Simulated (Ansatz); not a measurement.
Consider CH4AlF2Si (SMILES C[SiH][Al]([F])[F]) (doublet).

Input

```
crystal:
  periodic: [false, false, false]
  atoms:
    - {symbol: C, position_ang: [-0.689883, -0.357613, -0.603442]}
    - {symbol: Al, position_ang: [-2.737908, -2.085948, 1.958644]}
    - {symbol: F, position_ang: [-3.029950, -3.489032, 2.796194]}
    - {symbol: F, position_ang: [-3.637292, -0.756991, 2.388269]}
    - {symbol: Si, position_ang: [-1.261618, -1.999113, 0.117924]}
    - {symbol: H, position_ang: [-0.479868, -0.462378, -1.679073]}
    - {symbol: H, position_ang: [0.233153, -0.012891, -0.110245]}
    - {symbol: H, position_ang: [-1.461943, 0.414589, -0.473500]}
    - {symbol: H, position_ang: [-0.257008, -3.093142, -0.036223]}
basis:
  gaussian:
    orbitals: def2-TZVPD
magnetization:
  spin_polarized: true
  initial_magnetization: 1
hamiltonian:
  xc: {name: PBE0}
output:
  forces: true
  orbitals: {seedname: orbitals}
```

Command:

```sh
ansatz run input.yaml --threads 2 --pin off --max-ram 4350MiB --events-out events.jsonl --progress --plain --runs-dir runs
```

Geometry: PBE0-D3(BJ)/def2-SVP.

All numbers below come from Ansatz 0.2.0, isolated molecule in a Gaussian basis; Kohn-Sham density functional theory, functional PBE0.

> Predict the electron density, electron localisation function and spin density between the atoms.

Al–F (1.66 Å): ρ at the midpoint is about 0.89 e/Å³; the ELF peaks at about 0.85 in the valence shell of F, 0.6 Å from its nucleus, and is about 0.40 at the midpoint.
C–Si (1.88 Å): ρ at the midpoint is about 0.93 e/Å³; the ELF peaks at about 0.95 between the atoms: localised, covalent bonding.
Al–Si (2.36 Å): ρ at the midpoint is about 0.53 e/Å³; the ELF peaks at about 1 between the atoms, as expected for a covalent bond.
C–H (1.10 Å): the density is about 1.9 e/Å³ at the midpoint; the ELF climbs to about 1 towards the hydrogen, as it does in any bond to H: an ordinary covalent bond to hydrogen.
The unpaired spin (1 electron) lies mostly on Si5 (about 0.7) and Al2 (about 0.2), in electrons by Hirshfeld's partition.

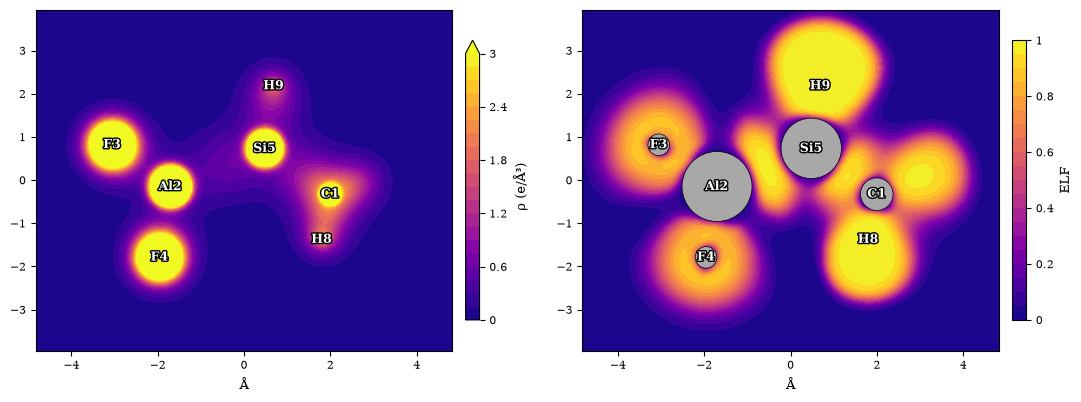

Computed electron density and electron localisation function on the plane of atoms F3, Al2 and F4, in this order. Grey discs cover the atomic cores in the ELF map. 
